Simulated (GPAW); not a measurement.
Consider Ag2PdO2 (Immm).

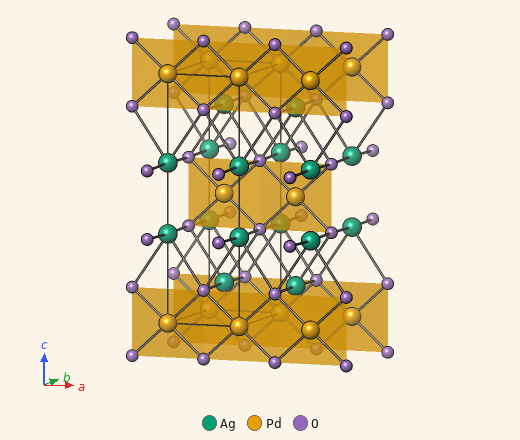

The structure (silver teal, palladium orange, oxygen purple). 2×1×1 conventional cells are drawn. Some periodic images of atoms are drawn too.

```xyz
5
Lattice="-1.5040 2.2776 4.9489 1.5040 -2.2776 4.9489 1.5040 2.2776 -4.9489" Properties=species:S:1:pos:R:3 pbc="T T T"
Ag    0.0000    0.0000    6.3585
Ag    0.0000    0.0000    3.5392
Pd    0.0000    0.0000    0.0000
O     1.5040    0.0000    1.3590
O     0.0000    2.2776    3.5899
```

Absorber: atom 1, with 2 O at 2.28 Å and 2 O at 2.65 Å (4-fold, site symmetry mm2). Method: GPAW, LDA, excited-electron core hole (neutral cell), 10-atom cell with 5.5 Å between holes, 4×4×4 k points, dipole transitions, Gaussian full width 2.4 eV up to 4 eV, rising linearly to 3.5 eV at 25 eV.

Question: Where do the maxima of the Ag L₃ edge fall?

Main maxima up to 30 eV above the zero (height): 1.4 eV (0.55), 12.6 eV (1.35) and 21.8 eV (2.32). At an L edge the dipole rule selects empty d (and weakly s) states on the absorber, and this run shows no strong white line at the onset. 

The Ag L₃ spectrum (energy from the lowest empty level; intensity scaled to a mean of 1 over the first 20 eV; polarised curves are means over the symmetry-equivalent atoms):

| E (eV) | isotropic | ε ∥ x | ε ∥ y | ε ∥ z |
| --- | --- | --- | --- | --- |
| -2.0 | 0.02 | 0.02 | 0.01 | 0.02 |
| -0.5 | 0.22 | 0.25 | 0.16 | 0.27 |
| 1.0 | 0.54 | 0.67 | 0.37 | 0.58 |
| 2.5 | 0.48 | 0.78 | 0.22 | 0.43 |
| 4.0 | 0.48 | 0.64 | 0.24 | 0.56 |
| 5.5 | 0.65 | 0.67 | 0.51 | 0.76 |
| 7.0 | 0.90 | 0.90 | 0.79 | 0.99 |
| 8.5 | 0.91 | 0.91 | 0.81 | 1.02 |
| 10.0 | 1.09 | 1.11 | 0.92 | 1.22 |
| 11.5 | 1.29 | 1.36 | 1.19 | 1.30 |
| 13.0 | 1.34 | 1.33 | 1.38 | 1.30 |
| 14.5 | 1.14 | 1.15 | 1.12 | 1.17 |
| 16.0 | 1.04 | 1.06 | 0.96 | 1.11 |
| 17.5 | 1.31 | 1.37 | 1.21 | 1.37 |
| 19.0 | 1.79 | 1.91 | 1.66 | 1.80 |
| 20.5 | 2.21 | 2.25 | 2.21 | 2.17 |
| 22.0 | 2.32 | 2.19 | 2.53 | 2.24 |
| 23.5 | 2.16 | 1.96 | 2.45 | 2.05 |
| 25.0 | 1.84 | 1.66 | 2.12 | 1.73 |
| 26.5 | 1.54 | 1.39 | 1.76 | 1.48 |
| 28.0 | 1.38 | 1.28 | 1.50 | 1.37 |
| 29.5 | 1.28 | 1.23 | 1.31 | 1.29 |
| 31.0 | 1.21 | 1.20 | 1.22 | 1.22 |

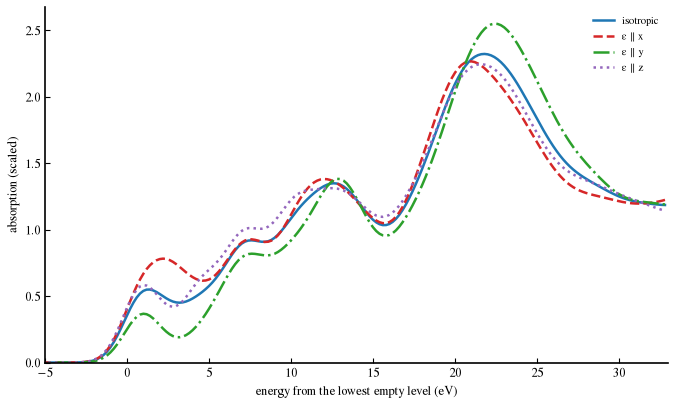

The Ag L₃ edge.

Only the L₃ part is meant: spin–orbit coupling of the core level isn't computed and the L₂ copy isn't added. The script folds with a Gaussian, whereas the core hole's own line is a Lorentzian, so the onset is too steep and the first peak too high. The unit cell's mesh shows no gap over 0.35 eV. That is right for a metallic compound; for a small-gap or correlated insulator it would be the fault of the functional or of the assumed magnetic order, and the hole would be screened too well. The holes are only 5.5 Å apart, so the shape is probably not converged with cell size; no larger cell was run here. The mesh is coarse (0.35 Å⁻¹ between points), so small maxima may be mesh ripples. Lifetime broadening is put in by hand, and intensities beyond about 20 eV depend on it and on the partial waves. The structure is a published determination, not relaxed.

[Banner, clock and machine lines of the logs are left out without a mark of their own.]

[Logs are printed without paths, hosts, clocks, repeated set-up lines and the standing remarks that a program may print on its own settings, such as how far it seeks lower states.]

[Hosts, paths, dates, database ids (printed as entryN), source tags and the programs' standing remarks are cut or masked in the printed files.]

[Lists of maxima count a maximum above −3 eV only where it reaches 4 % of the highest in the window and stands out from its surroundings by 2 % of it (1.5 % where it reaches 55 %); shoulders and weaker maxima are passed over, and of the rest the first, up to two pre-edge ones and the few strongest are named.]
